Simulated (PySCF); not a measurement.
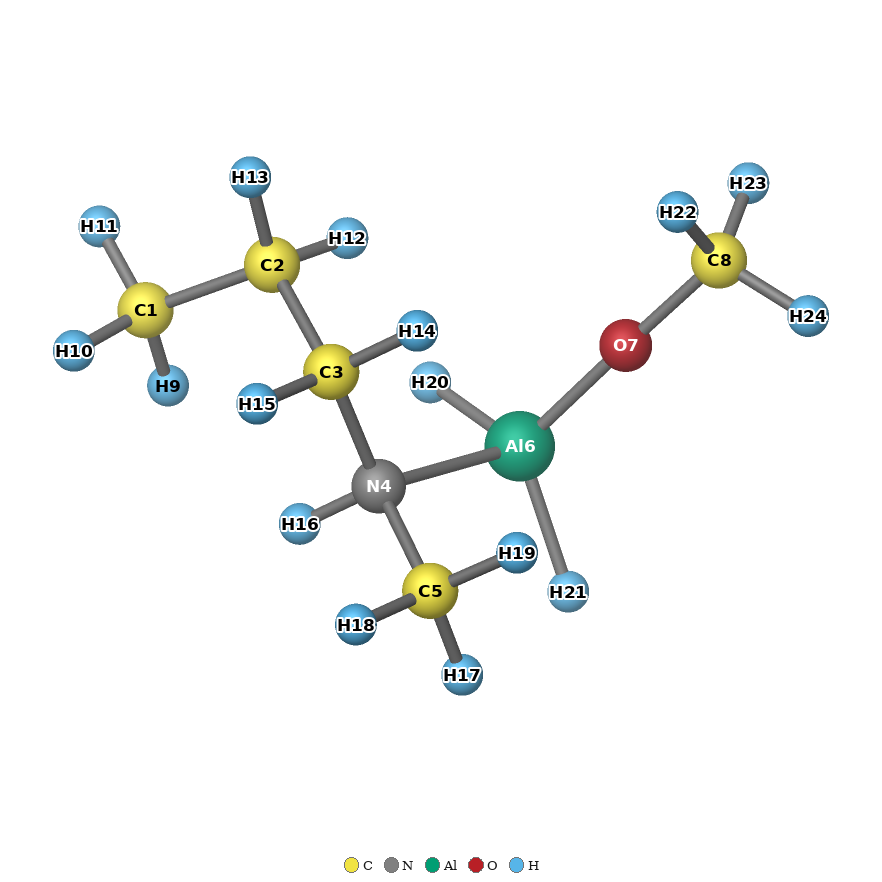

The geometry was computed by an optimisation with GFN2-xTB. No frequency run is at hand to confirm it as a minimum. Electric field gradients from the ground-state density, PBE0/pcSseg-1 (PySCF 2.14.0), non-relativistic apart from any core potentials.

Give the largest field-gradient component, the quadrupole coupling constant and the asymmetry for 14N at N4 (Q = 20.44 mb), 27Al at Al6 (Q = 146.6 mb), 17O at O7 (Q = −25.6 mb), 2H at H9 (Q = 2.86 mb), 2H at H10 (Q = 2.86 mb), 2H at H11 (Q = 2.86 mb), 2H at H12 (Q = 2.86 mb).

| atom | V_zz (a.u.) | e²qQ/h (MHz) | η |
| --- | --- | --- | --- |
| N4 | −0.785 | −3.77 | 0.11 |
| Al6 | 0.737 | 25.4 | 0.49 |
| O7 | 1.853 | −11.15 | 0.08 |
| H9 | 0.312 | 0.210 | 0.03 |
| H10 | 0.312 | 0.210 | 0.02 |
| H11 | 0.317 | 0.213 | 0.02 |
| H12 | 0.293 | 0.197 | 0.04 |

The geometry is semi-empirical. Around Al such bond lengths and angles can be off by a tenth of an ångström or more and by several degrees, and values that hang on the shape move with them.
